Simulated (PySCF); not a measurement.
**SnS(OH)₂: relaxation and vibrations of the singlet**

Where does singlet SnS(OH)₂ go from a T-shaped (ligand arrangement 1) start, is the end point a minimum, and what are its modes, charges and moments?

Method: PBE0, basis Sn def2-SVP with ECP28, S def2-SVP, O def2-SVP, H def2-SVP, scalar-relativistic core potentials, no spin–orbit coupling, density fitting; program: PySCF 2.14.0.

### Step 1. Starting geometry

6 atoms, charge 0, spin multiplicity 1.

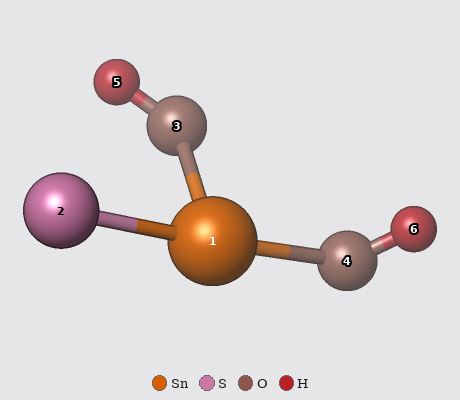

The starting geometry (tin orange, sulfur pink, oxygen brown, hydrogen red); atoms are numbered from 1 in the order of the file.

```xyz
6
charge 0 multiplicity 1
Sn    0.2001    0.0040   -0.2091
S    -2.0385    0.0040   -0.1309
O     0.2001    0.0040    1.8209
O     2.2289    0.0040   -0.1383
H    -0.5353    0.0040    2.4380
H     2.8456   -0.7314   -0.1167
```

### Step 2. T-shaped (ligand arrangement 1) start, singlet: relaxation

One driver script runs all steps and calls PySCF; scf.py shows how it sets up the SCF of each step. The optimiser is the driver's own. Before each start the driver seeks the lowest SCF state from one or more starting densities and follows internal instabilities, so scf.py alone need not reach the same state.

The program finds C1 symmetry in the start.

scf.py

```python
from pyscf import gto, scf, dft
mol = gto.M(atom='''
Sn     0.200114     0.003987    -0.209077
S     -2.038486     0.003987    -0.130877
O      0.200114     0.003987     1.820923
O      2.228914     0.003987    -0.138277
H     -0.535286     0.003987     2.438023
H      2.845614    -0.731413    -0.116677''',
    basis={'Sn': 'def2-SVP', 'S': 'def2-SVP', 'O': 'def2-SVP', 'H': 'def2-SVP'},
    ecp={'Sn': 'def2-SVP'},
    charge=0, spin=0)
mf = dft.RKS(mol, xc='PBE0')
mf.grids.atom_grid = (50, 194)
aux = {'Sn': 'def2-universal-JKFIT', 'S': 'def2-universal-JKFIT', 'O': 'def2-universal-JKFIT', 'H': 'def2-universal-JKFIT'}
mf = mf.density_fit(auxbasis=aux)
mf.kernel()
```

Further steps of the session: Frequencies.

What does the calculation give? Wanted: minimum; geometry; wavenumbers; dipole moment; highest occupied, lowest empty level; polar-tensor charge of Sn1; zero-point energy; atomisation energy.

As calculated:

| quantity | value |
| --- | --- |
| minimum | singlet, Cs |
| geometry | O–H 0.967 Å (×2), Sn–O 1.960 Å, Sn–O 1.973 Å, Sn–S 2.212 Å; H–O–Sn 109.6°, H–O–Sn 112.3°, O–Sn–O 97.1°, O–Sn–S 130.9°, O–Sn–S 132.0° |
| wavenumbers (cm⁻¹) | 120 (a'), 172 (a'), 174 (a''), 313 (a''), 370 (a''), 474 (a'), 635 (a'), 656 (a'), 846 (a'), 887 (a'), 3851 (a'), 3873 (a') |
| dipole moment | 2.87 D |
| highest occupied, lowest empty level | -7.12, -2.37 eV |
| polar-tensor charge of Sn1 | +1.45 e |
| zero-point energy | 74.0 kJ/mol |
| entropy at 298.15 K | 337.2 J/(mol K) |
| atomisation energy (no zero-point energy) | 1805 kJ/mol |

In words: The T-shaped (ligand arrangement 1) start (C1) ends in a minimum of Cs symmetry. In the infrared the band at 313 cm⁻¹ (a'') leads. Other starts or spin states, not run here, may lie lower.
